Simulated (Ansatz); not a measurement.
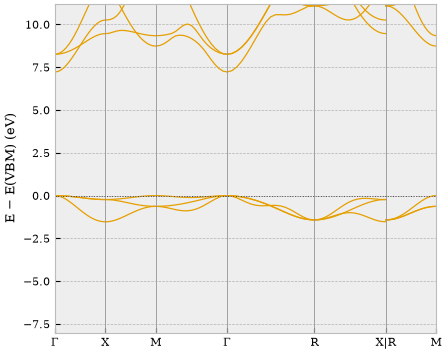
Band structure from the program Ansatz at the LDA level (PAW)

**Question.** Read off the gap and where the band edges lie.

**Answer.** About 7.2 eV (7.22 eV by a search for the band edges); maximum at M, minimum at Γ.

The material is KF (CsCl type, Pm-3m).

The workflow started from a Materials Project entry (that database holds measured and hypothetical structures alike); the Crystallography Open Database copy checked does not list it. It is not the phase usual at ambient conditions (space group No. 225). The LDA relaxation kept the symmetry of its start; phonons on a q-mesh show no instability.

Potentials: the later of the program's two PAW sets.
